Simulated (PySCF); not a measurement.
# C²⁺, N³⁺, O⁴⁺: ionisation energies with spin-orbit coupling

Aim: the ionisation energy of these ions from differences of total energies, at each level of theory, and how far each lands from the tabulated value where there is one.

Method: two-component X2C-1e, generalised determinants. Code: PySCF 2.14.0.

## (1) The system

| Property | Result |
| --- | --- |
| Elements | carbon (Z = 6), nitrogen (Z = 7), oxygen (Z = 8) |
| Basis | one for each species, given in its step |
| Hamiltonian | two-component X2C-1e, Gaussian nucleus, no Breit or QED terms; spin-orbit coupling, run by run: off; screened by Boettger's factors |
| Core shells frozen in the correlated runs | none (for C²⁺) |
| State 1 | C²⁺: [He] 2s2 |
| State 2 | N³⁺: [He] 2s2 |
| State 3 | O⁴⁺: [He] 2s2 |
| Needed too, but not shown | C³⁺ [He] 2s1 (2S), N⁴⁺ [He] 2s1 (2S), O⁵⁺ [He] 2s1 (2S) |
| Methods | GHF, GMP2 |

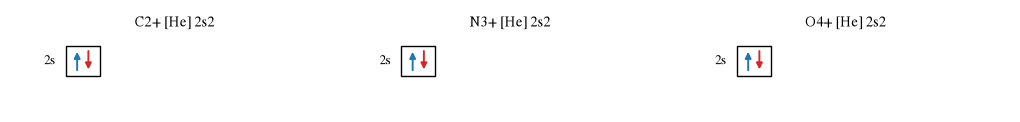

Outer shells as boxes.

A driver program built on PySCF's X2C-1e integrals ran all steps in one process from the settings above; there is no separate input file.

The integrals over 116 functions and the set-up took 0.77 s of CPU time.

## (2) C²⁺: the ladder of methods

Basis: an even-tempered Gaussian basis (18 s from 0.12 bohr⁻², ratio 2.4; 11 p from 0.16 bohr⁻², ratio 2.4; 6 d from 0.7 bohr⁻², ratio 2.6; 5 f from 1.1 bohr⁻², ratio 2.6).

GHF (spin-free):

Standard output:

```text
cycle= 1 E= -36.4237655009  delta_E= -36.4  |FDS-SDF|= 1.3e-07
cycle= 2 E= -36.4237655009  delta_E= -2.21e-12  |FDS-SDF|= 2.56e-08
cycle= 3 E= -36.4237655009  delta_E= -4.97e-14  |FDS-SDF|= 3.28e-10
```

It used 3.8 s of CPU time after the integrals (shared host).

Occupied spinors (without spin-orbit coupling the j labels only name the start):

| spinor shell | electrons | mean energy (eV) | weight of the nominal j | rms radius (bohr) |
| --- | --- | --- | --- | --- |
| 1s1/2 | 2 | -344.35 | 1.000 | 0.310 |
| 2s1/2 | 2 | -46.117 | 1.000 | 1.49 |

M_J = 0, ⟨J²⟩ = 0.000, ⟨L²⟩ = 0.000, ⟨S²⟩ = 0.000.

GMP2 (spin-free):

This step left no log, only its results.

It used 1.6 s of CPU time after the integrals (shared host).

With 4 electrons correlated and 30 very high virtual spinors dropped, the MP2 correlation energy is -0.09496 hartree. Largest pairs: 2s1/2-2s1/2 -0.0458, 1s1/2-1s1/2 -0.0400, 1s1/2-2s1/2 -0.0091.

GHF (screened spin-orbit):

Standard output:

```text
cycle= 1 E= -36.4237655009  delta_E= -36.4  |FDS-SDF|= 1.3e-07
cycle= 2 E= -36.4237655009  delta_E= -2.2e-12  |FDS-SDF|= 2.56e-08
cycle= 3 E= -36.4237655009  delta_E= -8.53e-14  |FDS-SDF|= 3.29e-10
```

CPU time 3.9 s on a shared host, the integrals not counted.

Occupied spinors:

| spinor shell | electrons | mean energy (eV) | weight of the nominal j | rms radius (bohr) |
| --- | --- | --- | --- | --- |
| 1s1/2 | 2 | -344.35 | 1.000 | 0.310 |
| 2s1/2 | 2 | -46.117 | 1.000 | 1.49 |

M_J = 0, ⟨J²⟩ = 0.000, ⟨L²⟩ = 0.000, ⟨S²⟩ = 0.000.

GMP2 (screened spin-orbit):

No log was kept for this step.

It used 0.2 s of CPU time after the integrals (shared host).

With 4 electrons correlated and 30 very high virtual spinors dropped, the MP2 correlation energy is -0.09496 hartree. Largest pairs: 2s1/2-2s1/2 -0.0458, 1s1/2-1s1/2 -0.0400, 1s1/2-2s1/2 -0.0091.

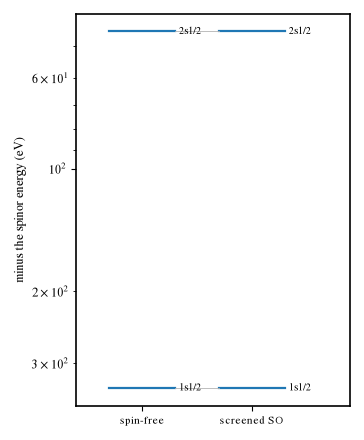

The highest 2 spinor levels of C²⁺ on a logarithmic scale, without and with spin-orbit coupling.

## (3) N³⁺

Basis: an uncontracted even-tempered set (18 s from 0.21 bohr⁻², ratio 2.4; 10 p from 0.27 bohr⁻², ratio 2.4; 5 d from 1.1 bohr⁻², ratio 2.6; 5 f from 1.7 bohr⁻², ratio 2.6).

GHF (spin-free):

Standard output:

```text
cycle= 1 E= -51.1122129664  delta_E= -51.1  |FDS-SDF|= 7.87e-08
cycle= 2 E= -51.1122129664  delta_E= -5.97e-13  |FDS-SDF|= 1.3e-08
cycle= 3 E= -51.1122129664  delta_E= 7.11e-15  |FDS-SDF|= 1.74e-10
```

It used 2.8 s of CPU time after the integrals (shared host).

Occupied spinors (without spin-orbit coupling the j labels only name the start):

| spinor shell | electrons | mean energy (eV) | weight of the nominal j | rms radius (bohr) |
| --- | --- | --- | --- | --- |
| 1s1/2 | 2 | -493.30 | 1.000 | 0.263 |
| 2s1/2 | 2 | -75.332 | 1.000 | 1.20 |

M_J = 0, ⟨J²⟩ = 0.000, ⟨L²⟩ = 0.000, ⟨S²⟩ = 0.000.

GMP2 (spin-free):

This step left no log, only its results.

CPU time 1.2 s on a shared host, the integrals not counted.

With 4 electrons correlated and 24 very high virtual spinors dropped, the MP2 correlation energy is -0.10329 hartree. Largest pairs: 2s1/2-2s1/2 -0.0530, 1s1/2-1s1/2 -0.0400, 1s1/2-2s1/2 -0.0102.

GHF (screened spin-orbit):

Standard output:

```text
cycle= 1 E= -51.1122129664  delta_E= -51.1  |FDS-SDF|= 7.87e-08
cycle= 2 E= -51.1122129664  delta_E= -6.39e-13  |FDS-SDF|= 1.3e-08
cycle= 3 E= -51.1122129664  delta_E= -4.97e-14  |FDS-SDF|= 1.74e-10
```

CPU time 2.8 s on a shared host, the integrals not counted.

Occupied spinors:

| spinor shell | electrons | mean energy (eV) | weight of the nominal j | rms radius (bohr) |
| --- | --- | --- | --- | --- |
| 1s1/2 | 2 | -493.30 | 1.000 | 0.263 |
| 2s1/2 | 2 | -75.332 | 1.000 | 1.20 |

M_J = 0, ⟨J²⟩ = 0.000, ⟨L²⟩ = 0.000, ⟨S²⟩ = 0.000.

GMP2 (screened spin-orbit):

This step left no log, only its results.

It used 0.16 s of CPU time after the integrals (shared host).

With 4 electrons correlated and 24 very high virtual spinors dropped, the MP2 correlation energy is -0.10329 hartree. Largest pairs: 2s1/2-2s1/2 -0.0530, 1s1/2-1s1/2 -0.0400, 1s1/2-2s1/2 -0.0102.

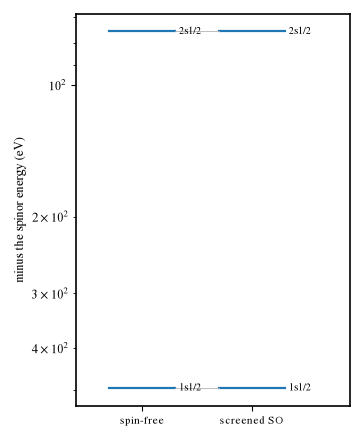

The highest 2 spinor levels of N³⁺ on a logarithmic scale, without and with spin-orbit coupling.

## (4) O⁴⁺

Basis: an even-tempered Gaussian basis (18 s from 0.32 bohr⁻², ratio 2.4; 10 p from 0.41 bohr⁻², ratio 2.4; 5 d from 1.6 bohr⁻², ratio 2.6; 5 f from 2.4 bohr⁻², ratio 2.6).

GHF (spin-free):

Standard output:

```text
cycle= 1 E= -68.3108887075  delta_E= -68.3  |FDS-SDF|= 4.69e-08
cycle= 2 E= -68.3108887075  delta_E= -1.71e-13  |FDS-SDF|= 6.74e-09
cycle= 3 E= -68.3108887075  delta_E= 0  |FDS-SDF|= 9.88e-11
```

It used 2.8 s of CPU time after the integrals (shared host).

Occupied spinors (without spin-orbit coupling the j labels only name the start):

| spinor shell | electrons | mean energy (eV) | weight of the nominal j | rms radius (bohr) |
| --- | --- | --- | --- | --- |
| 1s1/2 | 2 | -669.61 | 1.000 | 0.228 |
| 2s1/2 | 2 | -111.41 | 1.000 | 1.01 |

M_J = 0, ⟨J²⟩ = 0.000, ⟨L²⟩ = 0.000, ⟨S²⟩ = 0.000.

GMP2 (spin-free):

No log was kept for this step.

It used 1.2 s of CPU time after the integrals (shared host).

With 4 electrons correlated and 30 very high virtual spinors dropped, the MP2 correlation energy is -0.11118 hartree. Largest pairs: 2s1/2-2s1/2 -0.0599, 1s1/2-1s1/2 -0.0402, 1s1/2-2s1/2 -0.0111.

GHF (screened spin-orbit):

Standard output:

```text
cycle= 1 E= -68.3108887075  delta_E= -68.3  |FDS-SDF|= 4.69e-08
cycle= 2 E= -68.3108887075  delta_E= -1.28e-13  |FDS-SDF|= 6.74e-09
cycle= 3 E= -68.3108887075  delta_E= 5.68e-14  |FDS-SDF|= 1.01e-10
```

CPU time 2.8 s on a shared host, the integrals not counted.

Occupied spinors:

| spinor shell | electrons | mean energy (eV) | weight of the nominal j | rms radius (bohr) |
| --- | --- | --- | --- | --- |
| 1s1/2 | 2 | -669.61 | 1.000 | 0.228 |
| 2s1/2 | 2 | -111.41 | 1.000 | 1.01 |

M_J = 0, ⟨J²⟩ = 0.000, ⟨L²⟩ = 0.000, ⟨S²⟩ = 0.000.

GMP2 (screened spin-orbit):

This step left no log, only its results.

CPU time 0.17 s on a shared host, the integrals not counted.

With 4 electrons correlated and 30 very high virtual spinors dropped, the MP2 correlation energy is -0.11118 hartree. Largest pairs: 2s1/2-2s1/2 -0.0599, 1s1/2-1s1/2 -0.0402, 1s1/2-2s1/2 -0.0111.

## (5) Differences of total energies

Ionisation energy: C²⁺ [He] 2s2 → C³⁺ [He] 2s1 [2s1/2^1, M_J = 1/2].

| method | value (eV) | error (eV) |
| --- | --- | --- |
| GHF (spin-free) | 45.797 | -2.090 |
| GMP2 (spin-free) | 47.122 | -0.766 |
| GHF (screened spin-orbit) | 45.797 | -2.090 |
| GMP2 (screened spin-orbit) | 47.122 | -0.766 |

Reference: 47.888 eV (measured; NIST Atomic Spectra Database, ionization energies).

Ionisation energy: N³⁺ [He] 2s2 → N⁴⁺ [He] 2s1 [2s1/2^1, M_J = 1/2].

| method | value (eV) | error (eV) |
| --- | --- | --- |
| GHF (spin-free) | 75.022 | -2.452 |
| GMP2 (spin-free) | 76.554 | -0.919 |
| GHF (screened spin-orbit) | 75.022 | -2.452 |
| GMP2 (screened spin-orbit) | 76.554 | -0.919 |

Reference: 77.474 eV (measured; NIST Atomic Spectra Database, ionization energies).

Ionisation energy: O⁴⁺ [He] 2s2 → O⁵⁺ [He] 2s1 [2s1/2^1, M_J = 1/2].

| method | value (eV) | error (eV) |
| --- | --- | --- |
| GHF (spin-free) | 111.10 | -2.80 |
| GMP2 (spin-free) | 112.83 | -1.07 |
| GHF (screened spin-orbit) | 111.10 | -2.80 |
| GMP2 (screened spin-orbit) | 112.83 | -1.07 |

Reference: 113.90 eV (measured; NIST Atomic Spectra Database, ionization energies).

The differences also use runs on C³⁺ [He] 2s1 (2S), N⁴⁺ [He] 2s1 (2S), O⁵⁺ [He] 2s1 (2S), which are not shown here.

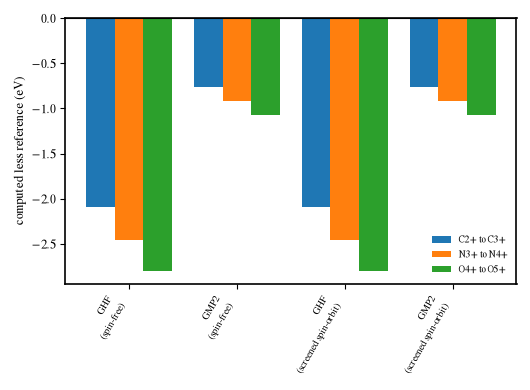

Computed less reference values by method.

## (6) What came out

| quantity | value |
| --- | --- |
| ionisation energy, C²⁺ | GHF (spin-free) 45.797, GMP2 (screened spin-orbit) 47.122 eV; reference 47.888 |
| ionisation energy, N³⁺ | GHF (spin-free) 75.022, GMP2 (screened spin-orbit) 76.554 eV; reference 77.474 |
| ionisation energy, O⁴⁺ | GHF (spin-free) 111.10, GMP2 (screened spin-orbit) 112.83 eV; reference 113.90 |

Each level's miss (mean over 3 differences):

| method | mean absolute miss against the measured values (with the measured fine structure taken into account where it is known) (eV) |
| --- | --- |
| GHF (spin-free) | 2.447 |
| GMP2 (spin-free) | 0.919 |
| GHF (screened spin-orbit) | 2.447 |
| GMP2 (screened spin-orbit) | 0.919 |

What this shows: Against experiment GMP2 (screened spin-orbit) comes closest (mean absolute error over 3 measured values 0.92 eV), level with GMP2 (spin-free) and GHF (spin-free) is farthest (2.45 eV). Spin-orbit coupling moves the first difference by +0.000 eV at GMP2. The basis is finite, and no extrapolation was made.
